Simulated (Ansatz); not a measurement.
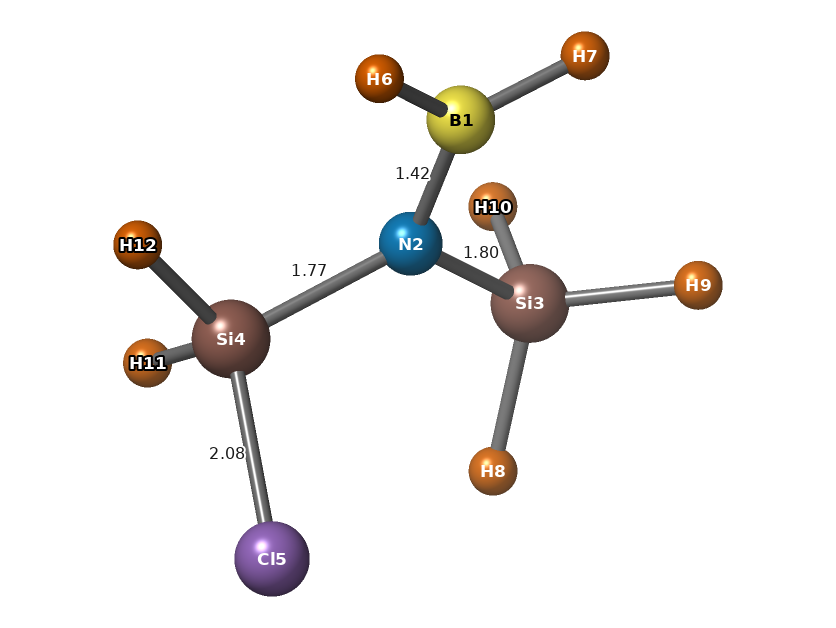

Bond lengths are marked in Å; every bond is drawn as one stick. The geometry was computed by an optimisation with PBE-D4/def2-SVP. No frequency run is at hand to confirm it as a minimum.

> Which of the marked bonds are single, double, triple or aromatic?

B1–N2 single; N2–Si3 single; N2–Si4 single; Si4–Cl5 single.

> Write the SMILES.

BN([SiH3])[SiH2]Cl
